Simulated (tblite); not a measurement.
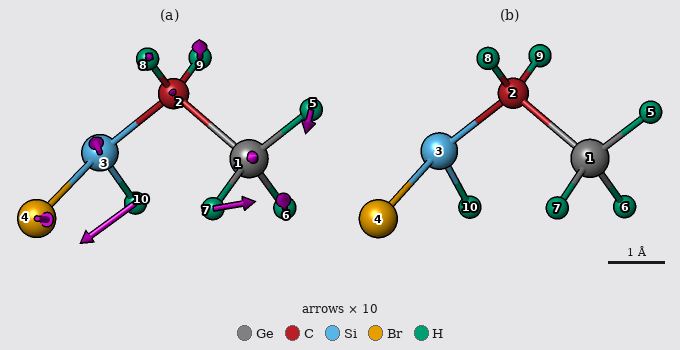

The structure of CH₆BrGeSi (multiplicity 2) before (left) and after (right) a relaxation, at one scale. The purple arrows give the displacements, magnified 10 times.

A ball-and-stick model, seen at a tilt.

The calculation used GFN2-xTB geometry optimisation, gas phase (tblite 0.8.0). 

Q: Summarise the run.

A: Over 34 geometry steps the energy falls by 10.4 kJ/mol. H10 moves most after the best rigid fit: 0.12 Å. By element the largest moves are H 0.12 Å, Br 0.06 Å, Si 0.06 Å, Ge 0.03 Å, C 0.01 Å. Near-neighbour distances that change, for instance: Ge1–H5 1.559 → 1.497 Å, Ge1–H7 1.546 → 1.492 Å, Ge1–H6 1.545 → 1.498 Å, Ge1–C2 1.945 → 1.974 Å. Among the angles between lasting bonds that change: Br4–Si3–H10 110.7° → 104.1°, C2–Si3–H10 109.6° → 113.8°, H8–C2–H9 110.1° → 107.2°. The run took 0.15 s on 1 thread of Arm Neoverse V2 (shared host).
